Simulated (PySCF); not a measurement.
C₆H₁₀OSi₂

Input

```
{"job": {"kind": "nmr", "xc": "PBE0", "basis": "pcSseg-1"}, "charge": 0, "multiplicity": 1}
Si     3.355025    -0.246780     0.214320
O      2.108202    -0.145019    -0.828610
C      0.789604    -0.063303    -0.644580
C     -0.269506    -0.041307    -1.454089
C     -1.259079     0.071020    -0.309120
Si    -2.490359     1.496091    -0.268678
C     -1.610224    -1.269878     0.300616
C     -0.559539    -1.291465     1.114439
C     -0.008328     0.026492     0.634100
H      4.449914    -0.253152    -0.741043
H      3.372050     0.908523     1.115588
H      3.260021    -1.467283     1.017255
H     -0.417266    -0.122960    -2.512633
H     -1.787309     2.729636    -0.621558
H     -3.042093     1.590777     1.084357
H     -3.561253     1.223072    -1.229216
H     -2.416778    -1.945760     0.087850
H     -0.176626    -1.982445     1.842608
H      0.253741     0.792991     1.355736
```

Run with:

```sh
OMP_NUM_THREADS=1 python probes_run.py task.json out
```

Geometry: GFN2-xTB.

Theory: PBE0/pcSseg-1, SCF density, gas phase, non-relativistic in PySCF 2.14.0.

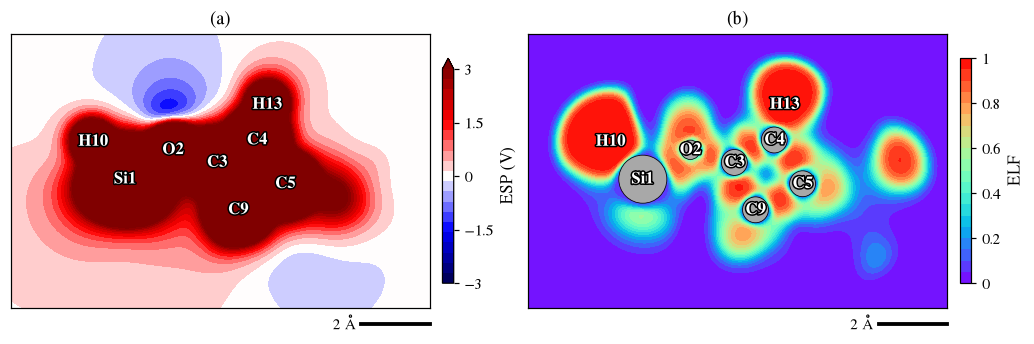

Figure 1. (a) molecular electrostatic potential; (b) electron localisation function on the plane of atoms C3, C4 and C5. Grey discs cover the atomic cores in the ELF map.

Q: What does the map show?

A: The plane passes through Si, O, C and H nuclei.
C–C (1.33 Å): the ELF peaks at about 0.90 between the atoms; a multiple bond.
C–O (1.33 Å): the ELF peaks at about 0.90 between the atoms: a shared but strongly polarised pair.
Si–O (1.63 Å): the ELF peaks at about 0.85 between the atoms; a shared but strongly polarised pair.
C–H (1.07 Å): the ELF climbs to about 1 towards the hydrogen, as it does in any bond to H; an ordinary covalent bond to hydrogen.
C–C (1.51 Å): the ELF peaks at about 0.95 between the atoms: localised, covalent bonding.
The ELF also peaks beside O2, away from the bonds: lone-pair regions.
Outside the dense part of the molecule the potential is most negative (−1.4 V) near O2.

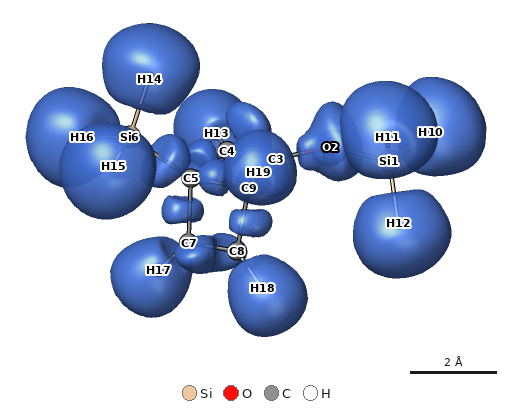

Figure 2. Isosurface of the electron localisation function at 0.75 (blue), seen across its widest extent. Only the valence region is drawn (cores and ρ < 0.01 e/Å³ removed).

Q: Describe the localisation domains.

A: The ELF exceeds this value in seven regions between bonded C–C atoms (shared pairs), one region between bonded C–Si atoms (shared pairs), ten regions around hydrogen nuclei and one region on O in which the atom's valence shell and bonds are merged.

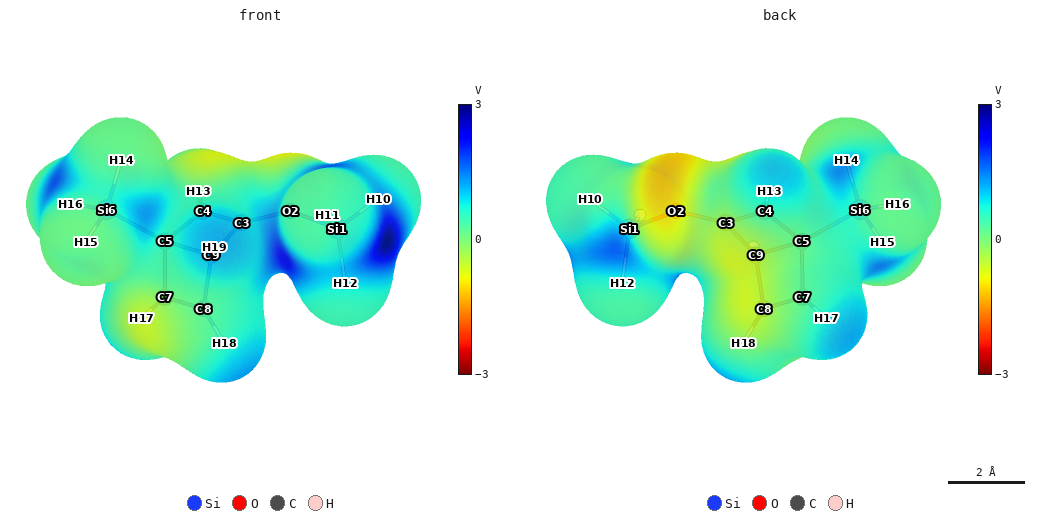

Figure 3. The molecular electrostatic potential painted on the density surface at 0.004 e/bohr³, seen from the front and from behind; red is negative and blue positive.

Q: Describe the electrostatic potential map.

A: The most negative region (about −1.2 V, or −28 kcal/mol for a unit charge) lies over O2, the most positive (about +2.7 V, or +62 kcal/mol for a unit charge) over Si1. O2 is the likeliest acceptor of a hydrogen bond.

Q: How polar is the molecule by this calculation?

A: Its dipole moment is 1.27 D.
